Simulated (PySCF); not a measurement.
# C2H2BBrCl2, SMILES `Cl/C=C/B(Cl)Br`: electronic structure

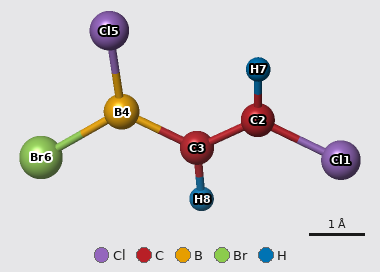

The molecule, with its atoms numbered as below. No frequency check shows the geometry to be a minimum.

Cartesian coordinates (Å):

```
Cl1     -3.6031    0.5460    0.0000
C2      -2.0960   -0.2415    0.0000
C3      -0.9218    0.3993    0.0000
B4       0.4461   -0.3105    0.0000
Cl5      0.5732   -2.0266    0.0000
Br6      2.0141    0.7318    0.0000
H7      -2.1675   -1.3205    0.0000
H8      -0.9429    1.4833    0.0000
```

Part 1: Bonding charge

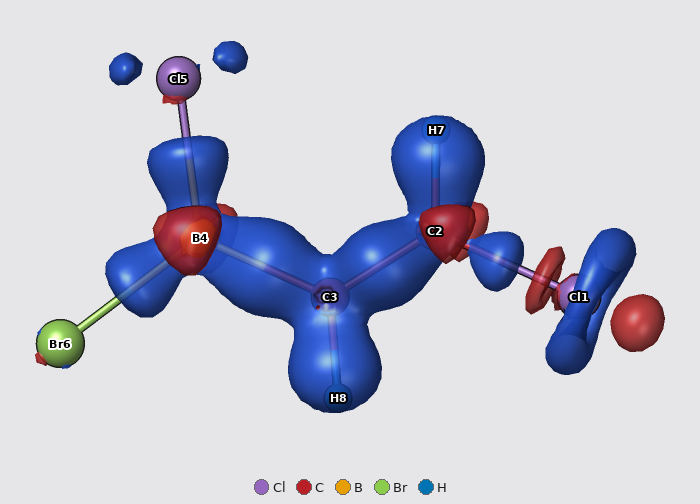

Deformation density (molecule less spherical, spin-averaged free atoms at the same positions), surfaces at ±0.13 e/Å³; blue: gain, red: loss.

Method: HF/def2-SVPD; geometry: GFN2-xTB; program: PySCF.

**How much density has each bond gained at its critical point, relative to the free atoms?**

C2–H7: +0.80 e/Å³ at the bond critical point (bond length 1.08 Å). C2–C3: +0.80 e/Å³ at the bond critical point (bond length 1.34 Å). C3–H8: +0.71 e/Å³ at the bond critical point (bond length 1.08 Å). C3–B4: +0.56 e/Å³ at the bond critical point (bond length 1.54 Å). Cl1–C2: +0.30 e/Å³ at the bond critical point (bond length 1.70 Å). B4–Cl5: +0.27 e/Å³ at the bond critical point (bond length 1.72 Å). B4–Br6: +0.26 e/Å³ at the bond critical point (bond length 1.88 Å). In all, 2.2 electrons gather in the regions of gain relative to the promolecule.

**Where do the Hirshfeld charges lie?**

The highest Hirshfeld charge is on B4 (+0.18 e), the lowest on C3 (−0.17 e).

Part 2: Bond critical points

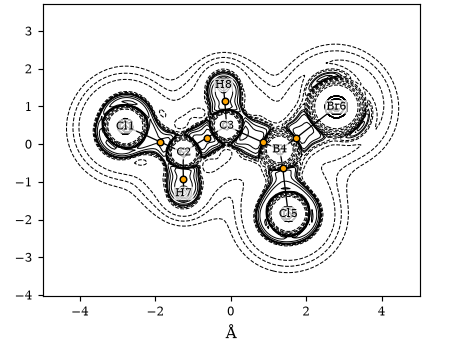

Negative Laplacian of the density (−∇²ρ) in the molecular plane (solid lines positive, dashed lines negative, contours at ±0.02 to ±8 a.u.), with bond paths and bond critical points (dots).

**At which bond critical points in this plane is charge locally concentrated, and at which depleted?**

Concentrated (∇²ρ < 0): C2–C3 (−1.04 a.u.); C2–H7 (−1.27 a.u.); C3–H8 (−1.12 a.u.); Cl1–C2 (−0.45 a.u.); C3–B4 (−0.15 a.u.); B4–Br6 (−0.15 a.u.). Depleted (∇²ρ > 0): B4–Cl5 (+0.10 a.u., H = −0.145). A positive Laplacian with clearly negative H marks a strongly polar covalent bond, whose critical point lies close to the core of the less electronegative atom.

**Where along B4–Br6 does the critical point lie?**

0.54 Å from B4 and 1.34 Å from Br6.

Part 3: Local ionisation energy

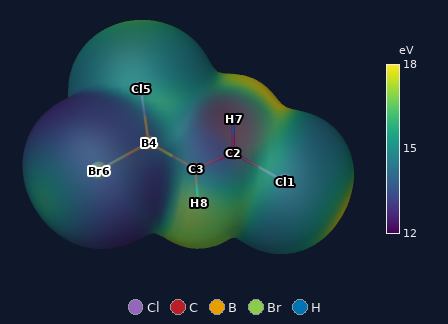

Average local ionisation energy on the surface of electron density 0.001 a.u.

**Locate the minima of the map.**

The lowest value is 12.4 eV, off the C2–C3 bond (2.2 to 2.3 Å from its atoms), and at like points elsewhere. Further minima include 12.8 eV, about equally far (2.3 Å) from Br6 and H8; 12.8 eV, 2.3 Å from Br6; 14.3 eV, off the molecular plane, over Cl1 (2.1 Å), and at like points elsewhere. For comparison, the highest occupied orbital lies at −10.6 eV.

Part 4: Excited states

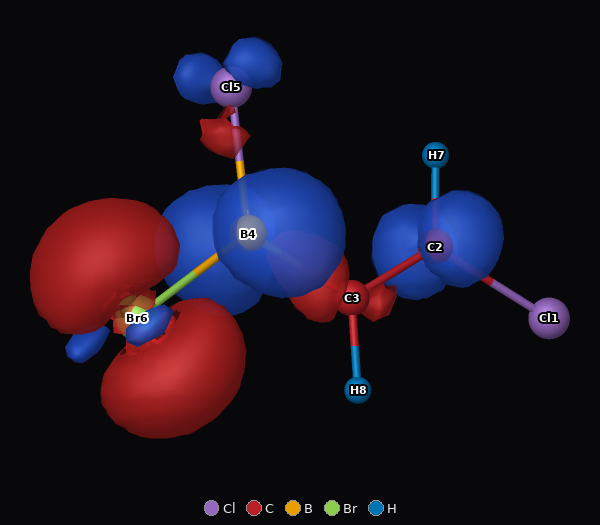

Unrelaxed difference density of S₁ less the ground state (TDA singlet states), ±0.04 e/Å³; blue: gain, red: loss.

Level of theory: LC-wPBE/def2-SVP (PySCF), at a geometry from GFN2-xTB. Without diffuse functions Rydberg states are missing, so the states' numbers hold for this basis only.

**How does the charge move on excitation?**

0.83 e is displaced in all, of which about 0.6 e passes between atoms: Br6 (0.61 e) loses electrons and B4 (0.34 e) and C2 (0.14 e) gain them. The state: 5.65 eV (219 nm), f = 0.000 (very weak); the leading pair carries 99 %; hole on Br6 (77 %), C3 (6 %) and B4 (6 %), electron on B4 (40 %), C2 (16 %) and Br6 (16 %); their centroids lie 1.7 Å apart.

Part 5: The π system

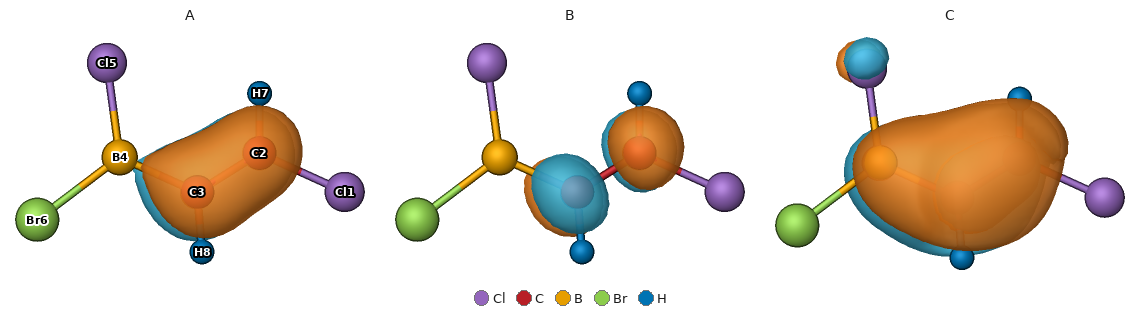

Natural orbitals of the π active space, CASSCF(2,3), singlet state, in order of falling occupation.

Computed with PySCF, def2-SVP basis, geometry: GFN2-xTB.

**What are the natural occupation numbers?**

A 1.91, B 0.08, C 0.00.

**How multiconfigurational is the state?**

The leading determinant weighs 0.96; the effective number of unpaired electrons, Σ n²(2−n)², is 0.05; the most occupied of the weakly occupied orbitals holds 0.08 e, as in an ordinary closed-shell π system. The active space lowers the energy by 0.78 eV against Hartree–Fock.

**Where does the lowest triplet lie relative to the singlet, at this geometry and within this active space?**

3.82 eV above it by strongly contracted NEVPT2 (+3.81 eV by CASSCF); a small basis tends to put such gaps a few tenths of an eV too high. This is a vertical energy for π states alone; a state that uses lone pairs or σ orbitals may lie lower.

The PySCF runs shown took 7.2 s, 3.9 min and 3.2 min on 1 thread of Arm Neoverse V2, with other jobs on the host.
